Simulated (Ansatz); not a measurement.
## CaAlSiH, pressure series

The parent structure is CaAlSiH (space group P3m1, No. 156; a = 4.126 Å, c = 4.731 Å; a cell from a computed database, its experimental status unchecked).

Cell and atoms are relaxed at each pressure.

The values are results of r2SCAN (Ansatz, a program for electronic structure; PAW; 500 eV plane waves; no SOC), not measurements.

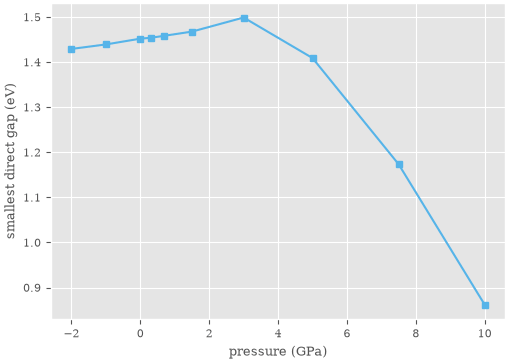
Smallest direct gap against pressure

Q: From the plot, what is the smallest direct gap for pressure 5 GPa?

A: About 1.41 eV.

Q: Is the trend monotonic over the range shown?

A: No, it turns within the range, spanning 0.86 eV to 1.50 eV.

Load acts through the strain it causes; cell and atoms are relaxed under it. No phonon test of stability was made. No other phases were tried under pressure.
